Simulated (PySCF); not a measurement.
Be(I)(iPr), C3H7BeI, SMILES C[CH](C)[Be][I], singlet at its B3LYP/def2-SVP optimised geometry (Å):

```
12

Be     0.6123    -0.0474     0.0000
I      2.8028    -0.0474     0.0000
C     -1.0761    -0.0634    -0.0205
C     -1.7012     1.3483    -0.0605
C     -1.6898    -0.9094     1.1168
H     -1.3406    -0.5637    -0.9774
H     -2.8028     1.2982    -0.1464
H     -1.4801     1.9196     0.8580
H     -1.3368     1.9471    -0.9123
H     -1.3156    -1.9471     1.1199
H     -2.7912    -0.9614     1.0302
H     -1.4694    -0.4802     2.1099
```

Level of theory: B3LYP/def2-TZVP, def2 effective core potentials past Kr in PySCF. The core electrons that the potentials of I replace are not part of the density. Cells within 0.4 Å of a nucleus heavier than hydrogen are left out (blank, or x).

Map of the electron localisation function on the plane z = 0.0 Å:

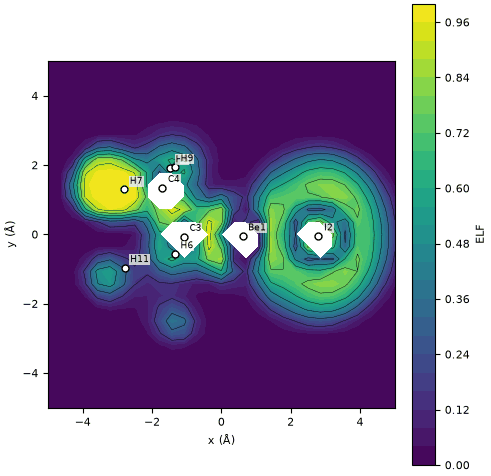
Electron localisation function on the plane z = 0.0 Å.
